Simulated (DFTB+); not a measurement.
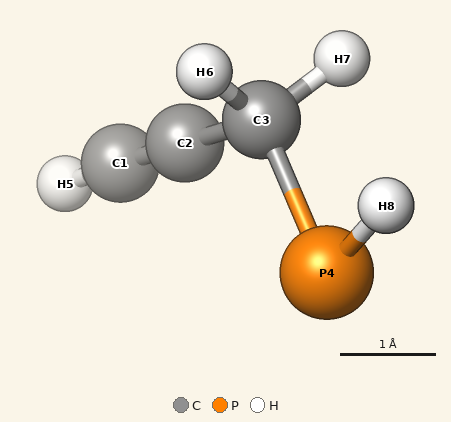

Figure 1. The structure (ball-and-stick view, seen at a tilt; atoms are numbered from 1 in the order of the input). Bond lengths as drawn: C–C 1.20 to 1.43 Å, C–H 1.05 to 1.10 Å, C–P 1.90 Å and H–P 1.37 Å.

## Run report: C$_{3}$H$_{4}$P, energy and gradient calculation

The run: energy and gradient calculation of C$_{3}$H$_{4}$P, multiplicity 2. Method and program: DFTB2, U-SCC (DFTB+ 25.1).

The geometry comes from this level: GFN2-xTB.

### Input file (dftb_in.hsd)
```
Geometry = GenFormat {
  <<< "start.gen"
}
Hamiltonian = DFTB {
  SCC = Yes
  SlaterKosterFiles = Type2FileNames {
    Prefix = "slakos/"
    Separator = ""
    Suffix = ".spl"
    LowerCaseTypeName = Yes
  }
  MaxAngularMomentum {
    C = "p"
    P = "d"
    H = "s"
  }
  SCCTolerance = 1e-08
  MaxSCCIterations = 300
  Filling = Fermi {
    Temperature [Kelvin] = 300
  }
  SpinPolarisation = Colinear {
    UnpairedElectrons = 1
  }
  SpinConstants {
    ShellResolvedSpin = No
    C = -0.023
    P = -0.015
    H = -0.072
  }
}
Analysis {
  PrintForces = Yes
}
Options {
  WriteResultsTag = Yes
}
ParserOptions {
  ParserVersion = 14
}
```

### File start.gen
```
8 C
C P H
   1  1     -0.839390      1.585470     -1.110140
   2  1     -0.247300      0.774290     -0.453840
   3  1      0.451760     -0.198890      0.333220
   4  2     -0.498220     -1.844270      0.449050
   5  3     -1.377700      2.272680     -1.693820
   6  3      0.596420      0.186480      1.350310
   7  3      1.432520     -0.398170     -0.116600
   8  3      0.481920     -2.377590      1.241820
```

Hardware: 1 thread of Intel Xeon @ 2.90GHz (Ice Lake), 16 GiB of memory available, shared host.

Run as:
```bash
dftb+ > output.log
```

### Output
```
|  DFTB+ development version (commit: a23bfb2)

Reading input file 'dftb_in.hsd'
Parser version: 14

--------------------------------------------------------------------------------
Reading SK-files:
./slakos/cc.spl
./slakos/cp.spl
./slakos/ch.spl
./slakos/pp.spl
./slakos/ph.spl
./slakos/hh.spl
Done.

Processed input in HSD format written to 'dftb_pin.hsd'

Starting initialization...
--------------------------------------------------------------------------------
OpenMP threads:              1
Chosen random seed:          1501718333
Current stacksize:           unlimited
Mode:                        Static calculation
Self consistent charges:     Yes
SCC-tolerance:                 0.100000E-07
Max. scc iterations:                    300
Shell resolved Hubbard:      No
Spin polarisation:           Yes
Nr. of up electrons:            11.000000
Nr. of down electrons:          10.000000
Periodic boundaries:         No
Electronic solver:           Relatively robust
Mixer:                       Broyden mixer
Mixing parameter:                  0.200000
Nr. of chrg. vec. in memory:            300
Max. SCC-cycles:                        300
Electronic temperature:              0.950045E-03 H      0.258520E-01 eV
Initial charges:             Set automatically (system chrg:   0.000E+00)
Included shells:             C:  s, p
                             P:  s, p, d
                             H:  s
Spin coupling constants:     C   1(s)-1(s):  -0.230000E-01
                             C   1(s)-2(p):  -0.230000E-01
                             C   2(p)-1(s):  -0.230000E-01
                             C   2(p)-2(p):  -0.230000E-01
                             P   1(s)-1(s):  -0.150000E-01
                             P   1(s)-2(p):  -0.150000E-01
                             P   1(s)-3(d):  -0.150000E-01
                             P   2(p)-1(s):  -0.150000E-01
                             P   2(p)-2(p):  -0.150000E-01
                             P   2(p)-3(d):  -0.150000E-01
                             P   3(d)-1(s):  -0.150000E-01
                             P   3(d)-2(p):  -0.150000E-01
                             P   3(d)-3(d):  -0.150000E-01
                             H   1(s)-1(s):  -0.720000E-01
Extra options:
                             Mulliken analysis
                             Force calculation
Force type                   original

--------------------------------------------------------------------------------

***  Geometry step: 0

 iSCC Total electronic   Diff electronic      SCC error
    1   -0.86041559E+01    0.00000000E+00    0.58078891E+00
    2   -0.86078554E+01   -0.86041559E+01    0.78430688E-01
    3   -0.86091295E+01   -0.36995648E-02    0.56848508E-01
    4   -0.86099699E+01   -0.12741063E-02    0.22109710E-01
    5   -0.86100105E+01   -0.84039201E-03    0.11069689E-01
    6   -0.86100189E+01   -0.40561095E-04    0.24504693E-02
    7   -0.86100197E+01   -0.84577884E-05    0.13960343E-02
    8   -0.86100199E+01   -0.80017156E-06    0.29863464E-03
    9   -0.86100199E+01   -0.18390492E-06    0.10997908E-03
   10   -0.86100199E+01   -0.12157480E-07    0.78275068E-04
   11   -0.86100199E+01   -0.60631677E-09    0.29913699E-04
   12   -0.86100199E+01   -0.15083454E-08    0.56698817E-05
   13   -0.86100199E+01   -0.11613643E-09    0.92155045E-06
   14   -0.86100199E+01   -0.68229866E-11    0.86562264E-06
   15   -0.86100199E+01   -0.13145041E-12    0.16650924E-06
   16   -0.86100199E+01   -0.69277917E-13    0.15289451E-07
   17   -0.86100199E+01   -0.17763568E-14    0.91795256E-08

Total Energy:                       -8.3346589575 H         -226.7976 eV
Extrapolated to 0K:                 -8.3346589575 H         -226.7976 eV
Total Mermin free energy:           -8.3346589575 H         -226.7976 eV
Force related energy:               -8.3346589575 H         -226.7976 eV

--------------------------------------------------------------------------------
--------------------------------------------------------------------------------
SCC                                    +       0.01 ( 87.8%)       0.01 ( 86.7%)
--------------------------------------------------------------------------------
Missing                                +       0.00 ( 12.2%)       0.00 ( 13.3%)
Total                                  =       0.01 (100.0%)       0.01 (100.0%)
--------------------------------------------------------------------------------
```

### Summary

- outcome: converged
- total energy: −8.334659 hartree
- basis functions: 25
- largest force: 1.628 eV/Å
- dipole moment: 0.84 D
- peak memory: 0.068 GiB
